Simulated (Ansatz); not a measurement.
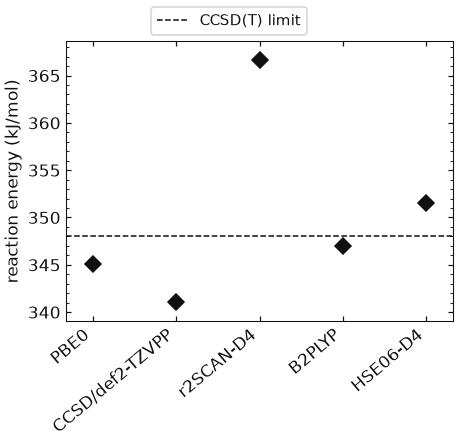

Electronic reaction energy of AlSiNH₆SO ([NH2][Al]([SH])[O][SiH3]) → AlNH₄SO ([NH2][Al]([OH])[SH]) + SiH₂ ([SiH2]) [singlet] (SMILES in brackets) at several levels (functionals in def2-TZVPP unless a basis is named), isolated molecules at PBE0-D4 triple-zeta geometries, minima by their frequencies, no zero-point or thermal terms, the Ansatz code. The line is frozen-core CCSD(T) at the basis limit (MP2 extrapolated from triple and quadruple zeta, plus CCSD(T) less MP2 in a smaller set). B2PLYP holds a correlation term that converges slowly with the basis, so part of the distance to the limit is basis error. No dispersion term is added to PBE0 and B2PLYP. The distance of CCSD/def2-TZVPP to the limit includes basis error. The limit lies 5.4 kJ/mol from CCSD(T)/def2-TZVPP, so the line itself is uncertain by a part of that.

Q: What do zero-point energy and temperature add?

A: Zero-point change −12.7 kJ/mol; at 298.15 K and 1 bar the CCSD(T) limit plus thermal terms gives an enthalpy of reaction of 339.3 and a free energy of 299.1 kJ/mol (harmonic PBE0-D4 modes, ideal gas).

Q: Which level comes closest to the line (CCSD(T) limit), and which misses most?

A: Closest B2PLYP (347.0 kJ/mol), against 348.1 kJ/mol; farthest r2SCAN-D4 (366.6 kJ/mol).

Known limits of this run: one conformer of each flexible molecule.
